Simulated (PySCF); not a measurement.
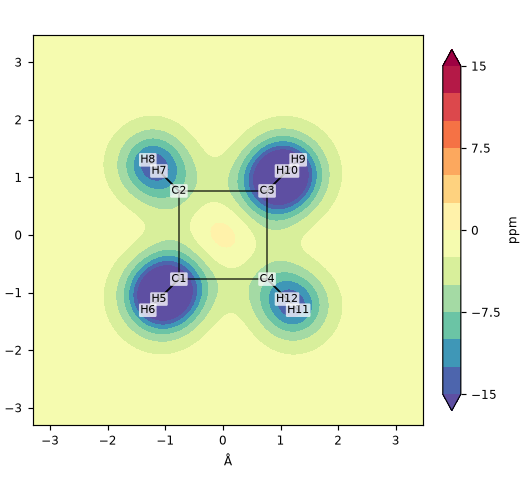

*C$_{4}$H$_{8}$, SMILES `C1CCC1`. Isotropic NICS 1.0 Å above the plane of the 4-membered ring C1/C2/C3/C4; GIAO shieldings; atoms are projected onto the map; negative values mean shielding.*

PySCF calculation, PBE0/def2-SVP, gas phase; geometry: GFN2-xTB. No frequency check shows the geometry to be a minimum.

The calculation's input:

```python
import numpy as np
from pyscf import gto, scf, dft
from pyscf.prop import nmr
from pyscf.data import nist

def solve(mol, dm0=None, hcore=None):
    mf = (dft.UKS if mol.spin else dft.RKS)(mol, xc='pbe0')
    mf.grids.level = 3
    mf.conv_tol, mf.max_cycle = 1e-8, 80
    if hcore is not None:
        mf.get_hcore = lambda *args: hcore
    mf.kernel(dm0)
    if not mf.converged:
        mf = mf.newton().run(mf.mo_coeff, mf.mo_occ, max_cycle=30)
    assert mf.converged, 'SCF not converged'
    return mf

mol = gto.M(atom='''
C      0.76554     0.76555     0.06440
C      0.76554    -0.76555    -0.06440
C     -0.76554    -0.76555     0.06440
C     -0.76554     0.76555    -0.06440
H      1.11174     1.11164     1.03619
H      1.30534     1.30511    -0.71115
H      1.11174    -1.11164    -1.03619
H      1.30534    -1.30511     0.71115
H     -1.30534    -1.30511    -0.71115
H     -1.11174    -1.11164     1.03619
H     -1.30534     1.30511     0.71115
H     -1.11174     1.11164    -1.03619
''', basis='def2-svp', charge=0, spin=0, verbose=4)
mf = solve(mol)
vxc = nmr.rks.get_vxc_giao  # smaller grid blocks
nmr.rks.get_vxc_giao = lambda *a, **k: vxc(*a, **{**k, 'max_memory': 300})
calc = nmr.RKS(mf)
calc.cphf = True
nuclei = calc.kernel()
mo1 = calc.mo10
# ring centres and points 1 angstrom above and below them
points = np.array([
    [0.0000, 0.0000, 0.0000],
    [0.0000, 0.0000, 1.0000],
    [0.0000, 0.0000, -1.0000],
]) / nist.BOHR
mol.atom_coord = lambda i, unit='Bohr': points[i]
idx = range(len(points))
sigma = (calc.dia(shielding_nuc=idx) + calc.para(mo10=mo1, shielding_nuc=idx)[0]) * nist.ALPHA**2 * 1e6
for p, t in zip(points, sigma):
    print('NICS at %8.4f %8.4f %8.4f  %8.2f ppm' % (*(p * nist.BOHR), -t.trace() / 3))
occ = mf.mo_coeff[:, mf.mo_occ > 0]
dm1 = np.array([mf.mo_coeff @ (2 * x) @ occ.T for x in mo1])
np.savez('result.npz', sigma=sigma, nuclei=nuclei, dm0=mf.make_rdm1(), dm1=dm1, e=mf.e_tot, eps=mf.mo_energy, occ=mf.mo_occ)
```

Command:

```sh
OMP_NUM_THREADS=1 python input.py
```

The run took 14 s on 1 thread of Arm Neoverse V2, on a shared host, peak memory 0.58 GiB.

The script gives the values at the ring points; maps and scans were evaluated afterwards from its response orbitals, outside that time.

Is the ring aromatic by this magnetic criterion?

Answer. It is neither clearly shielded nor deshielded above its centre; its σ bonds alone give such values, so they don't measure π aromaticity: NICS(0) = +2.4, NICS(1) = +0.6, NICS(1)zz = +5.0 ppm.
